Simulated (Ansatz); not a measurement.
**ClH₃Si₃ (SMILES [SiH2+]/[Si]=[SiH]\Cl) (charge +1, doublet): density, localisation and related maps**

Input

```
crystal:
  periodic: [false, false, false]
  atoms:
    - {symbol: Cl, position_ang: [0.868461, -1.363915, -0.279653]}
    - {symbol: Si, position_ang: [-2.659393, -0.397258, -0.379163]}
    - {symbol: Si, position_ang: [-2.644659, -2.577896, -1.037541]}
    - {symbol: Si, position_ang: [-0.779316, -2.391408, 0.273747]}
    - {symbol: H, position_ang: [-1.598565, 0.597059, -0.703128]}
    - {symbol: H, position_ang: [-3.873565, 0.187475, 0.252603]}
    - {symbol: H, position_ang: [-0.543400, -3.163821, 1.521604]}
basis:
  gaussian:
    orbitals: def2-TZVPD
magnetization:
  spin_polarized: true
  initial_magnetization: 1
output: {forces: true, orbitals: {seedname: orbitals}}
hamiltonian:
  xc: {name: PBE0}
total_charge: 1
```

Launched as:

```sh
ansatz run input.yaml --threads 2 --pin off --max-ram 4350MiB --events-out events.jsonl --progress --plain --runs-dir runs
```

Geometry: PBE0-D3(BJ)/def2-SVP.

Level of theory: Ansatz 0.2.0, isolated molecule in a Gaussian basis; Kohn-Sham density functional theory, functional PBE0.

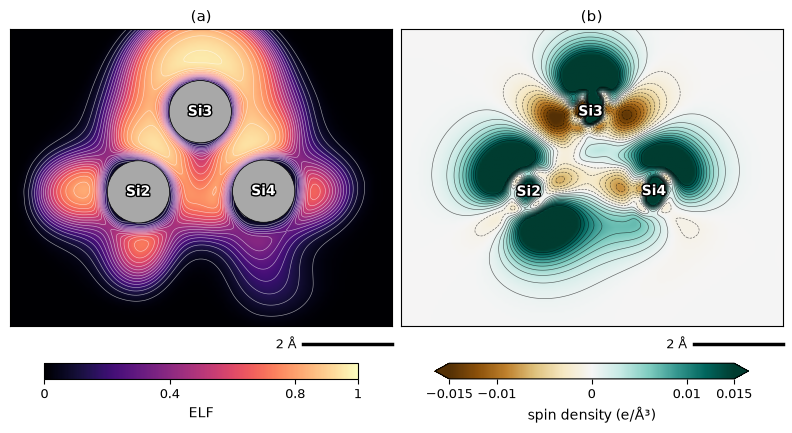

Figure 1. (a) electron localisation function; (b) spin density (α minus β) on the plane of atoms Si2, Si3 and Si4. Grey discs cover the atomic cores in the ELF map.

**Describe what can be read from this map.**

The plane passes through Si nuclei. Si–Si (2.28 Å): the ELF peaks at about 0.90 between the atoms: a covalent bond. The ELF also peaks beside Si3, away from the bonds: non-bonding electrons, paired or unpaired. The unpaired spin (1 electron) lies mostly on Si3 (about 0.5), Si2 (about 0.2) and Si4 (about 0.2), in electrons by Hirshfeld's partition.

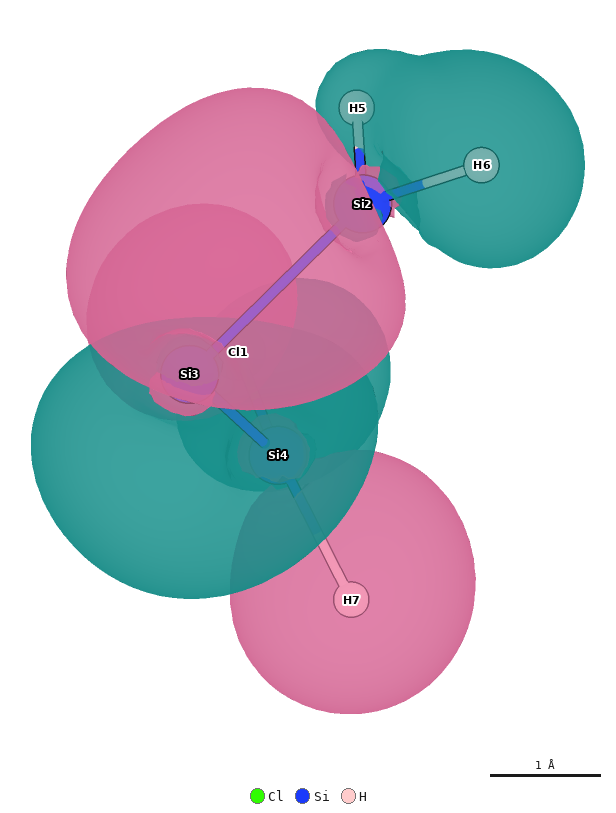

Figure 2. The HOMO−1 (β) at ±0.06 Å⁻³ᐟ² (teal and pink are the two phases), seen at an oblique angle.

**Where does this orbital lie, and at what energy?**

Its weight (Hirshfeld) is mainly on Si3 (about 35 %), Si4 (about 20 %), Si2 (about 20 %), Cl1 (about 15 %) and H7 (about 10 %). Its energy is −13.05 eV.

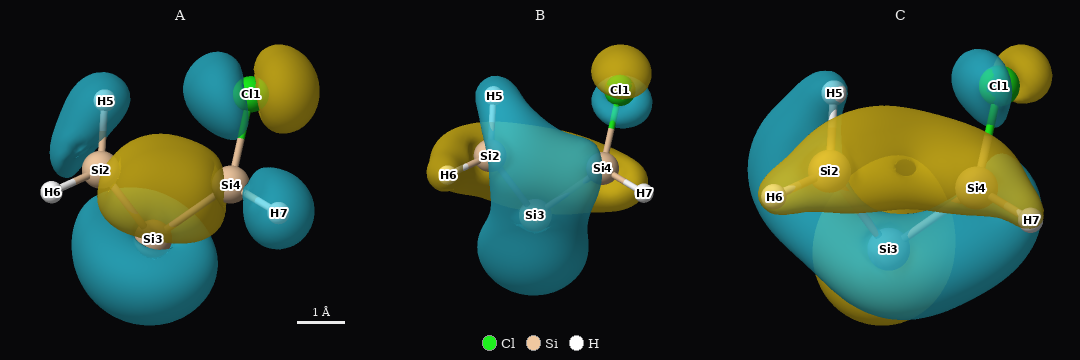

Figure 3. Three frontier orbitals at ±0.08 Å⁻³ᐟ² (yellow and cyan are the two phases), in no order.

**Which picture is the HOMO−1, the HOMO and the LUMO? All are α orbitals.**

A is the HOMO−1 (α) (−13.24 eV). By Hirshfeld shares it lies mainly on Si3 (about 45 %), Si2 (about 15 %), Si4 (about 15 %) and Cl1 (about 15 %). B is the HOMO (α) (−11.60 eV). By Hirshfeld shares it lies mainly on Si3 (about 50 %), Si2 (about 25 %), Si4 (about 15 %) and Cl1 (about 5 %). C is the LUMO (α) (−8.39 eV). By Hirshfeld shares it lies mainly on Si3 (about 45 %), Si2 (about 25 %) and Si4 (about 20 %).

**What is the gap between the highest occupied and lowest empty α orbitals?**

3.21 eV between the orbital energies.
